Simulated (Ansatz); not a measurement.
KF (rock salt)

```yaml
crystal:
  lattice:
    - [0.00000, 5.31833, 5.31833]
    - [2.65916, 2.65916, 5.31833]
    - [2.65916, 2.65916, 0.00000]
  atoms:
    - { symbol: F, position: [0.00000, 0.00000, 0.00000] }
    - { symbol: F, position: [0.50000, 0.00000, 0.00000] }
    - { symbol: K, position: [0.00000, 0.50000, 0.50000] }
    - { symbol: K, position: [0.50000, 0.50000, 0.50000] }
```

The atoms are displaced by Q × the pattern below (from a DFPT mode at X = (0.5, 0.5, 0.0), largest move 1; Q in Å), at fixed cell. (q is in reciprocal vectors of the primitive cell; the cell shown is doubled to hold the pattern.)

| atom | x | y | z |
|---|---|---|---|
| F1 | 0.000 | 0.000 | -1.000 |
| F2 | 0.000 | 0.000 | 1.000 |
| K3 | 0.000 | 0.000 | 0.309 |
| K4 | 0.000 | 0.000 | -0.309 |

All values below come from r2SCAN (plane waves to 500 eV, PAW, scalar-relativistic; Ansatz, a quantum-chemistry and plane-wave program). k mesh 11×11×11 (Γ-centred), Fermi-Dirac smearing 0.05 eV. E stands for the smeared free energy. KF was relaxed with its symmetry unable to fall. ΔE is measured from the undisplaced structure.

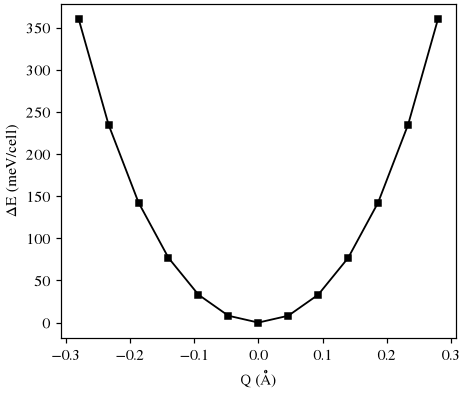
Figure. ΔE (meV/cell) against Q (Å); markers are the computed points, lines only join them.

Question: What is the energy change at Q = 0.280 Å?

Answer: About 360 meV/cell.

Question: What harmonic wavenumber does the curvature at Q = 0 give?

Answer: About 210 cm⁻¹.

(For displaced atoms, the force is minus the slope of the energy, and its curvature is a force constant, which sets phonon frequencies.)
